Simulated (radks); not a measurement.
Tb⁺ (Z = 65, 64 electrons) in the configuration [Xe] 4f9 6s1. The calculation used the in-house radial solver radks at this level: scalar-relativistic Kohn-Sham, PBE, spin-unpolarised, spherical densities, finite nucleus.

Wanted: the number of electrons inside radius r (solid) and the radial density 4πr²ρ (dashed).

The count levels off at 64 electrons. Half of them lie within 0.420 bohr, 90 % within 1.42 bohr and 99 % within 3.45 bohr. The radial density has minima at 0.0285, 0.121 and 0.363 bohr, where the count stands at 1.9, 11.1 and 29.4; these part the shells that the density resolves.

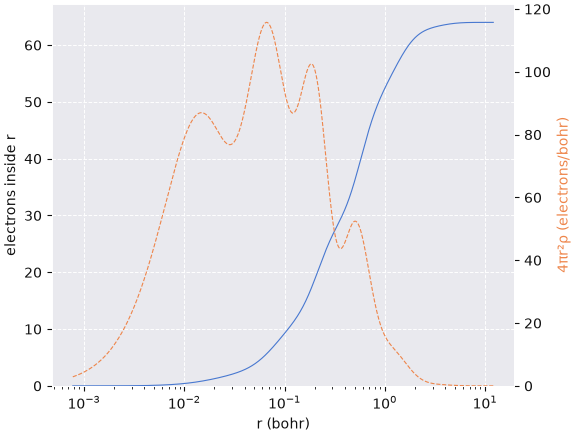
